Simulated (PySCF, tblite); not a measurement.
# C₃H₁₀NO₂Si radical: geometry, infrared bands and EPR parameters

Aim: predict the infrared bands and EPR parameters of C₃H₁₀NO₂Si radical (`C[C](C)O[Si@@H](N)O`).

The runs use tblite 0.8.0 and PySCF 2.14.0, with density-fitted response routines of our own; the level of theory stands in each step. All values are computed, except where a source is named. Atoms are numbered from 0 throughout.

## 1. Starting geometry

17 atoms, charge 0, multiplicity 2; geometry from: force field or distance geometry start.

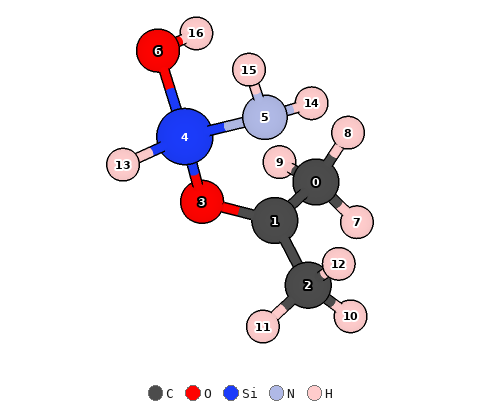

The starting geometry (carbon dark grey, oxygen red, silicon blue, nitrogen light blue, hydrogen pink), atoms numbered.

## 2. Relaxing the molecule with GFN2-xTB

The job: settings as JSON, then the geometry in Å.

```
{"job": {"kind": "relax", "xc": "GFN2-xTB", "basis": "xTB"}, "charge": 0, "multiplicity": 2}
C     -1.343100     1.342300     0.050900
C     -0.993700    -0.064700     0.186300
C     -1.647100    -1.077800    -0.636700
O     -0.174200    -0.449300     1.182500
Si     1.476200    -0.580700     0.836500
N      1.848100    -0.551600    -0.913500
O      2.386500     0.704600     1.534900
H     -2.383900     1.427100    -0.339300
H     -0.653200     1.848600    -0.665000
H     -1.346700     1.910000     1.012900
H     -2.664200    -0.778200    -0.976700
H     -1.761300    -2.024400    -0.053600
H     -1.039800    -1.227100    -1.548600
H      1.966900    -1.854100     1.388100
H      1.410400     0.291100    -1.349800
H      2.900200    -0.471500    -0.968500
H      2.011800     1.567700     1.249400
```

The run is started by

```sh
> OMP_NUM_THREADS=1 python probes_run.py task.json out
```

The driver reads the jobs from task.json and runs them one after another.

The program printed:

```text
step      E/eV     max force
  0    -661.94448    2.165
  1    -662.22111    1.323
  2    -662.37716    0.924
  3    -662.42264    0.698
  4    -662.46931    0.576
  5    -662.49475    0.545
  6    -662.52946    0.435
  7    -662.54979    0.334
  8    -662.57052    0.348
  9    -662.59089    0.368
 10    -662.61218    0.349
 11    -662.62734    0.257
 12    -662.63516    0.174
 13    -662.63992    0.161
 14    -662.64438    0.136
 15    -662.64866    0.166
 16    -662.65254    0.142
 17    -662.65603    0.139
 18    -662.65932    0.159
 19    -662.66247    0.129
 20    -662.66522    0.117
 21    -662.66731    0.141
 22    -662.66889    0.117
 23    -662.67026    0.088
 24    -662.67159    0.087
 25    -662.67304    0.097
 26    -662.67446    0.101
 27    -662.67571    0.082
 28    -662.67683    0.097
 29    -662.67847    0.115
 30    -662.68129    0.171
 31    -662.68609    0.238
 32    -662.69125    0.223
 33    -662.69582    0.195
 34    -662.69950    0.235
 35    -662.70087    0.312
 36    -662.70714    0.202
 37    -662.71289    0.325
 38    -662.71845    0.318
 39    -662.72446    0.433
 40    -662.73165    0.227
 41    -662.73541    0.613
 42    -662.74526    0.265
 43    -662.75757    0.326
 44    -662.76207    0.730
 45    -662.77461    0.349
 46    -662.78087    0.251
 47    -662.78957    0.581
 48    -662.79711    0.170
 49    -662.80112    0.132
 50    -662.80754    0.152
 51    -662.81095    0.170
 52    -662.81716    0.150
 53    -662.82144    0.129
 54    -662.82458    0.164
 55    -662.82648    0.135
 56    -662.82826    0.112
 57    -662.83048    0.121
 58    -662.83267    0.167
 59    -662.83594    0.179
 60    -662.83952    0.142
 61    -662.84286    0.101
 62    -662.84588    0.139
 63    -662.84880    0.152
 64    -662.85164    0.124
 65    -662.85422    0.117
 66    -662.85622    0.103
 67    -662.85771    0.127
 68    -662.85905    0.114
 69    -662.86030    0.071
 70    -662.86126    0.069
 71    -662.86198    0.073
 72    -662.86273    0.073
 73    -662.86353    0.068
 74    -662.86423    0.061
 75    -662.86486    0.065
 76    -662.86565    0.067
 77    -662.86677    0.084
 78    -662.86809    0.075
 79    -662.86925    0.102
 80    -662.87028    0.131
 81    -662.87165    0.144
 82    -662.87346    0.116
 83    -662.87569    0.107
 84    -662.87707    0.152
 85    -662.87793    0.099
 86    -662.87866    0.103
 87    -662.87965    0.076
 88    -662.88067    0.090
 89    -662.88182    0.104
 90    -662.88256    0.068
 91    -662.88378    0.074
 92    -662.88480    0.065
 93    -662.88550    0.115
 94    -662.88599    0.048
 95    -662.88635    0.043
 96    -662.88656    0.027
 97    -662.88666    0.027
 98    -662.88685    0.027
 99    -662.88707    0.033
100    -662.88728    0.029
101    -662.88741    0.025
102    -662.88750    0.025
103    -662.88761    0.026
104    -662.88777    0.025
105    -662.88796    0.032
106    -662.88810    0.033
107    -662.88819    0.031
108    -662.88828    0.027
109    -662.88839    0.022
110    -662.88853    0.035
111    -662.88869    0.042
112    -662.88886    0.036
113    -662.88904    0.034
114    -662.88925    0.031
115    -662.88946    0.046
116    -662.88965    0.049
117    -662.88980    0.030
118    -662.88994    0.041
119    -662.89006    0.043
120    -662.89021    0.039
121    -662.89041    0.051
122    -662.89068    0.048
123    -662.89095    0.037
124    -662.89117    0.032
125    -662.89133    0.039
126    -662.89149    0.040
127    -662.89165    0.030
128    -662.89179    0.038
129    -662.89188    0.027
130    -662.89194    0.021
131    -662.89197    0.017
132    -662.89202    0.023
133    -662.89207    0.026
134    -662.89214    0.026
135    -662.89232    0.037
136    -662.89261    0.057
137    -662.89313    0.079
138    -662.89390    0.128
139    -662.89492    0.135
140    -662.89572    0.069
141    -662.89603    0.051
142    -662.89604    0.121
143    -662.89656    0.045
144    -662.89681    0.030
145    -662.89738    0.079
146    -662.89767    0.056
147    -662.89800    0.083
148    -662.89832    0.054
149    -662.89862    0.069
150    -662.89890    0.039
151    -662.89913    0.048
152    -662.89931    0.036
153    -662.89948    0.024
154    -662.89958    0.055
155    -662.89964    0.030
156    -662.89970    0.020
157    -662.89983    0.033
158    -662.89995    0.026
159    -662.90008    0.022
160    -662.90014    0.018
161    -662.90019    0.024
162    -662.90025    0.025
163    -662.90032    0.024
164    -662.90043    0.026
165    -662.90054    0.026
166    -662.90069    0.026
167    -662.90077    0.056
168    -662.90101    0.032
169    -662.90120    0.032
170    -662.90146    0.038
171    -662.90159    0.030
172    -662.90171    0.023
173    -662.90186    0.027
174    -662.90198    0.030
175    -662.90218    0.033
176    -662.90233    0.036
177    -662.90242    0.043
178    -662.90256    0.033
179    -662.90272    0.027
180    -662.90286    0.022
181    -662.90294    0.019
182    -662.90300    0.037
183    -662.90304    0.024
184    -662.90310    0.023
185    -662.90315    0.030
186    -662.90322    0.023
187    -662.90331    0.022
188    -662.90339    0.019
189    -662.90346    0.024
190    -662.90357    0.032
191    -662.90375    0.038
192    -662.90409    0.047
193    -662.90459    0.060
194    -662.90517    0.088
195    -662.90589    0.095
196    -662.90630    0.161
197    -662.90701    0.072
198    -662.90763    0.086
199    -662.90824    0.079
200    -662.90878    0.082
201    -662.90944    0.056
202    -662.90953    0.102
203    -662.91001    0.043
204    -662.91030    0.040
205    -662.91071    0.042
206    -662.91081    0.025
207    -662.91091    0.028
208    -662.91099    0.023
209    -662.91108    0.023
210    -662.91117    0.025
211    -662.91125    0.018
212    -662.91129    0.040
213    -662.91138    0.020
214    -662.91144    0.017
215    -662.91153    0.018
216    -662.91156    0.018
217    -662.91160    0.012
218    -662.91164    0.012
219    -662.91167    0.011
220    -662.91171    0.013
221    -662.91175    0.018
222    -662.91178    0.013
223    -662.91181    0.014
224    -662.91183    0.012
225    -662.91187    0.018
226    -662.91190    0.022
227    -662.91196    0.020
228    -662.91203    0.021
229    -662.91213    0.026
230    -662.91223    0.027
231    -662.91231    0.024
232    -662.91237    0.016
233    -662.91242    0.013
234    -662.91245    0.010
235    -662.91247    0.007
```

It took 1.4 s on 1 thread of Intel Xeon 6975P-C, shared host; peak memory 0.18 GiB.

Step by step: (not every step is listed)

```csv
step,energy from step 0 (eV),largest force (eV/Å)
0,0.0000,2.1648
1,-0.2766,1.3233
2,-0.4327,0.9241
3,-0.4782,0.6982
4,-0.5248,0.5762
5,-0.5503,0.5446
6,-0.5850,0.4353
7,-0.6053,0.3342
8,-0.6260,0.3481
30,-0.7368,0.1712
52,-0.8727,0.1495
74,-0.9198,0.0614
96,-0.9421,0.0266
118,-0.9455,0.0409
140,-0.9512,0.0691
162,-0.9558,0.0246
184,-0.9586,0.0231
206,-0.9663,0.0248
228,-0.9675,0.0208
230,-0.9678,0.0269
231,-0.9678,0.0241
232,-0.9679,0.0161
233,-0.9679,0.0135
234,-0.9680,0.0104
235,-0.9680,0.0073
```

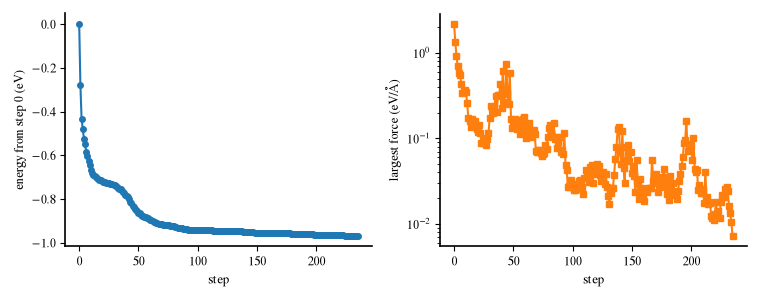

Energy and force, step by step.

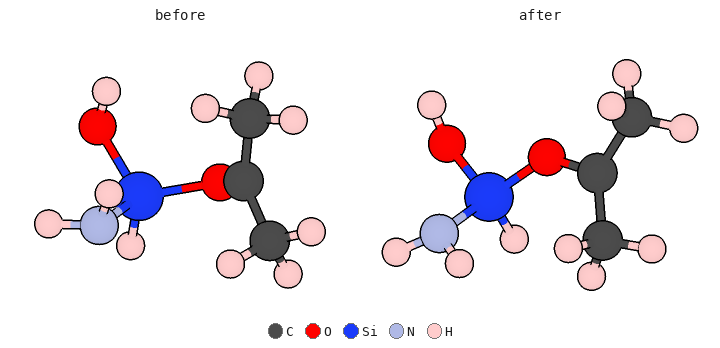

Before and after, at one scale.

Close pairs (by a distance rule), those that changed most:

```csv
bond,before (Å),after (Å),change (Å)
Si4–O6,1.723,1.618,-0.105
O3–Si4,1.691,1.624,-0.067
Si4–N5,1.789,1.730,-0.060
N5–H15,1.057,1.007,-0.050
N5–H14,1.045,1.007,-0.038
C0–C1,1.456,1.489,+0.033
O6–H16,0.983,0.953,-0.030
C0–H9,1.117,1.087,-0.030
```

The end geometry stands in the next job.

## 3. Infrared spectrum with GFN2-xTB

The job: settings as JSON, then the geometry in Å.

```
{"job": {"kind": "ir", "xc": "GFN2-xTB", "basis": "xTB"}, "charge": 0, "multiplicity": 2}
C     -1.965116     1.450870     0.148347
C     -1.078375     0.254672     0.145849
C     -1.307732    -0.864063    -0.804759
O      0.133369     0.418995     0.716795
Si     1.501740    -0.450923     0.808770
N      2.153982    -0.635895    -0.782405
O      2.536551     0.393447     1.721768
H     -3.010381     1.153664     0.229087
H     -1.860975     2.039128    -0.772425
H     -1.710155     2.093658     0.987109
H     -2.374589    -1.025349    -0.942121
H     -0.851828    -1.777807    -0.425477
H     -0.869908    -0.659872    -1.791758
H      1.328312    -1.668982     1.591618
H      1.578637    -1.033586    -1.506478
H      3.093367    -0.989340    -0.863671
H      2.696100     1.313413     1.529841
```

The program printed:

```text
mode    cm-1     km/mol
  1      40.0      0.51
  2      77.6      0.70
  3     104.3      0.42
  4     119.5      0.14
  5     135.9      3.04
  6     175.6     44.54
  7     206.2      3.48
  8     238.3     26.08
  9     261.0     43.48
 10     280.1     32.24
 11     300.3     32.32
 12     339.8     19.17
 13     439.6      6.59
 14     565.1    216.67
 15     674.6     28.64
 16     689.0     60.47
 17     707.0    121.78
 18     803.0     12.06
 19     842.1    340.25
 20     858.0    145.99
 21     920.7    120.31
 22     948.9    289.08
 23     965.8      3.12
 24     984.9      9.92
 25    1043.6     15.59
 26    1081.2     73.77
 27    1279.6     53.55
 28    1336.6    264.73
 29    1383.1      4.36
 30    1396.9      8.40
 31    1462.3      1.88
 32    1467.7      8.52
 33    1478.2      2.08
 34    1483.3      0.68
 35    1529.4     57.78
 36    2278.5    276.99
 37    2848.8     42.50
 38    2871.7     55.17
 39    2995.8     30.57
 40    3005.2     33.60
 41    3028.3     32.29
 42    3043.5     22.12
 43    3483.4      0.64
 44    3518.6      0.97
 45    3678.5     12.88
```

Wall time 0.45 s (1 thread of Intel Xeon 6975P-C, shared host); peak memory 0.18 GiB.

The strongest bands and the atoms that carry them (share of the mass-weighted mode):

```csv
cm⁻¹,km/mol,atoms
565,216.7,"H15 41 %, H14 37 %, N5 20 %"
707,121.8,"H13 63 %, O3 12 %"
842,340.2,"H16 47 %, H15 10 %, H13 10 %"
858,146.0,"N5 28 %, Si4 22 %, H16 20 %"
921,120.3,"Si4 17 %, H9 16 %, C2 15 %, C0 15 %"
949,289.1,"Si4 44 %, O6 36 %"
1337,264.7,"C1 56 %, O3 28 %"
2278,277.0,H13 97 %
```

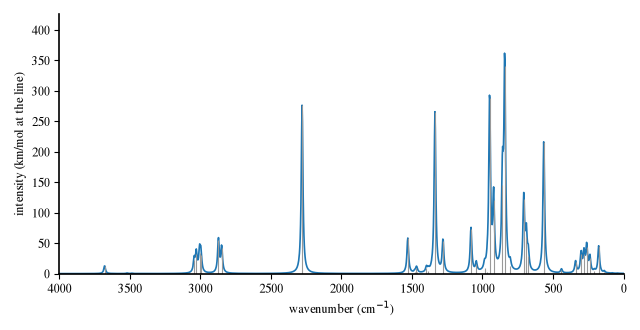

The infrared spectrum from these modes, unscaled. Lines are broadened to a width of 14 cm⁻¹ (Lorentzian).

## 4. g tensor and hyperfine couplings: B3LYP/pcH-1

Settings changed since step 3:

```diff
@@ -1,2 +1,2 @@
-{"job": {"kind": "ir", "xc": "GFN2-xTB", "basis": "xTB"}, "charge": 0, "multiplicity": 2}
+{"job": {"kind": "epr", "basis": "pcH-1"}, "charge": 0, "multiplicity": 2}
 C     -1.965116     1.450870     0.148347
```

Method: UKS B3LYP, pcH-1 on C H N O Si, non-relativistic, mean-field spin-orbit, GIAO.

The program printed:

```text
UKS, coarse grid
  cycle   1  E = -614.91747647  |g| = 7.90e-01
  cycle   2  E = -614.62714868  |g| = 1.19e+00
  cycle   3  E = -615.13351733  |g| = 1.11e-01
  cycle   4  E = -615.13729519  |g| = 5.33e-02
  cycle   5  E = -615.13838320  |g| = 1.40e-02
  cycle   6  E = -615.13845120  |g| = 4.54e-03
  cycle   7  E = -615.13845927  |g| = 1.35e-03
  cycle   8  E = -615.13846025  |g| = 9.03e-04
UKS, final grid
  cycle   1  E = -615.13837656  |g| = 1.39e-03
  cycle   2  E = -615.13837544  |g| = 2.25e-03
  cycle   3  E = -615.13837728  |g| = 1.08e-04
  cycle   4  E = -615.13837728  |g| = 2.79e-05
E = -615.13837728 Eh   <S^2> = 0.7536 (exact 0.7500)
g shifts (ppm)      1          2          3
  rmc          -176       -176       -176
  gc             -6         33         34
  oz_so         -57       1033       1537
  total        -239        890       1395
hyperfine (MHz)  atom isotope    a_iso     a_fc   dipolar eigenvalues
    0   13C     -24.39     -24.40     -1.70     -1.14      2.84
    1   13C     137.53     137.60    -81.39    -79.46    160.84
    2   13C     -22.55     -22.56     -1.93     -1.16      3.09
    3   17O     -12.66     -12.68    -43.73     21.26     22.47
    4  29Si       1.73       1.72     -1.60      0.06      1.54
    5   14N       4.47       4.47     -0.19     -0.15      0.34
    6   17O      -0.07      -0.07     -0.67      0.21      0.46
    7    1H      43.71      43.71     -5.35     -4.41      9.76
    8    1H     123.71     123.71     -4.46     -3.23      7.69
    9    1H      15.84      15.84     -5.10     -4.12      9.22
   10    1H      18.74      18.73     -5.55     -4.09      9.64
   11    1H      40.94      40.94     -5.33     -4.30      9.63
   12    1H     124.81     124.81     -4.15     -3.70      7.85
   13    1H       3.71       3.71     -2.13     -1.76      3.89
   14    1H      -0.07      -0.08     -2.10     -1.00      3.10
   15    1H       1.47       1.47     -0.95     -0.84      1.79
   16    1H      -0.01      -0.01     -1.29     -1.15      2.43
```

Wall time 63 s (1 thread of Intel Xeon 6975P-C, shared host); peak memory 0.96 GiB.

Principal g values 2.00208, 2.00321, 2.00371; g(iso) = 2.00300, against 2.00232 for a free electron.

Hyperfine couplings; where a row names several nuclei, a(iso) is their mean (it holds for fast rotation or exchange) and the dipolar term the largest among them:

```csv
nuclei,isotope,a(iso) (MHz),"a(iso) (G, at g = 2.0023)",largest dipolar term (MHz)
C1,13C,137.5,49.1,160.8
"H7, H8, H9, H10, H11, H12",1H,61.3,21.9,9.8
"C0, C2",13C,-23.5,-8.4,3.1
O3,17O,-12.7,-4.5,-43.7
N5,14N,4.5,1.6,0.3
H13,1H,3.7,1.3,3.9
Si4,29Si,1.7,0.6,-1.6
"H14, H15",1H,0.7,0.2,3.1
O6,17O,-0.1,0.0,-0.7
H16,1H,0.0,0.0,2.4
```

Mulliken spin populations:

C0 -0.08; C1 0.88; C2 -0.07; O3 0.07; Si4 0.01; N5 0.00; O6 0.00; H7 0.01; H8 0.07; H9 0.01; H10 0.01; H11 0.01; H12 0.07; H13 0.01; H14 0.00; H15 0.00; H16 0.00

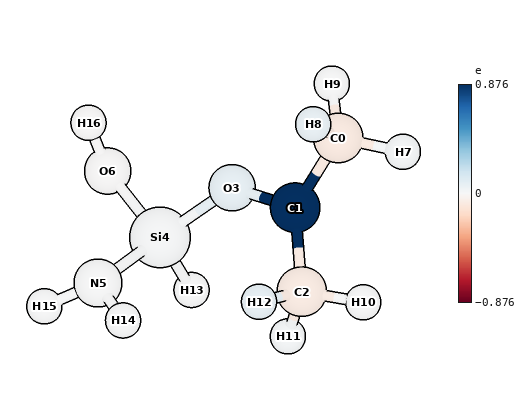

Mulliken spin populations, as colours on the atoms.

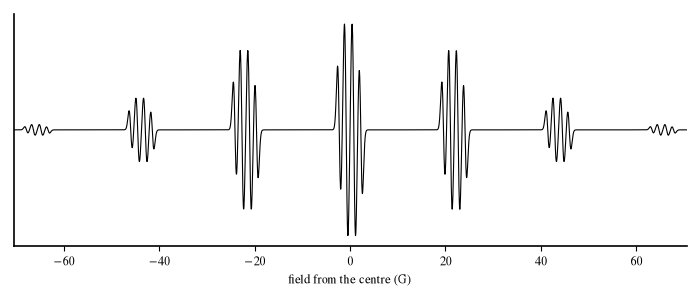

First-order isotropic spectrum (first derivative, main isotopes with spin only, couplings over 0.8 MHz, Gaussian width 0.3 G; couplings of the frozen geometry, rotation of groups not averaged beyond the rows shown).

Orbitals, density, ELF and potential are computed afterwards from the orbital file.

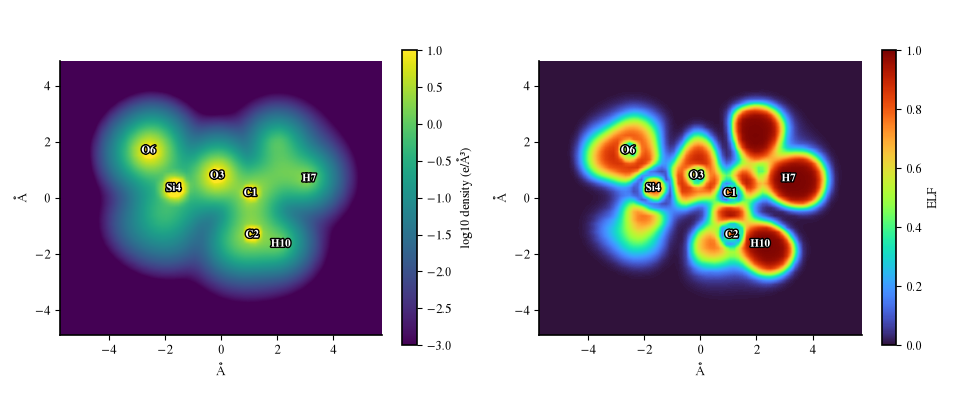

Density (left) and ELF (right) in a plane through or near 7 of the atoms.

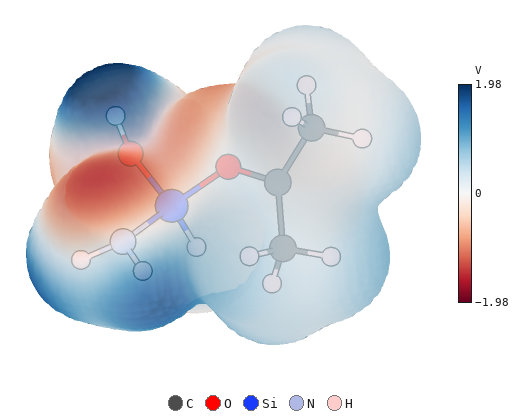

The potential that a unit positive charge feels on the 0.002 e/bohr³ surface, from -1.53 V near O6 to 1.98 V near H16.

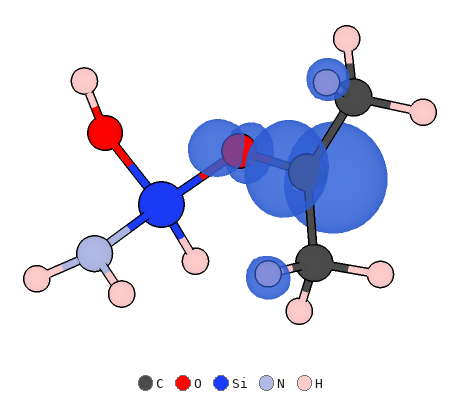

Spin density at ±0.05 e/Å³ (alpha excess blue, beta excess red).

## 5. Summary of results

| quantity | value |
| --- | --- |
| strongest single infrared mode (GFN2-xTB) | 842 cm⁻¹, 340 km/mol |
| zero-point energy (GFN2-xTB) | 82.0 kcal/mol |
| g(iso) (B3LYP) | 2.00300 |
| ⟨S²⟩ | 0.754 (exact 0.75) |
| largest a(iso) (averaged by class) | 13C on C1, 137.5 MHz |
| surface potential, least and greatest | -1.53 V and 1.98 V |

In words: Relaxing lowered the energy by 0.968 eV in 235 steps; the close pair that moved most is Si4–O6, from 1.723 to 1.618 Å. All 45 modes are real, so the xTB geometry is a minimum. The strongest single mode, at 842 cm⁻¹, has its largest shares on H16, H15 and H13 (the list is cut at 3 atoms). Unscaled tight-binding wavenumbers are off by several per cent, some by more. Its intensities can rank the bands wrongly. C1 carries the largest spin population, 0.88 e. The isotropic g lies 0.7 ppt above the free-electron value.
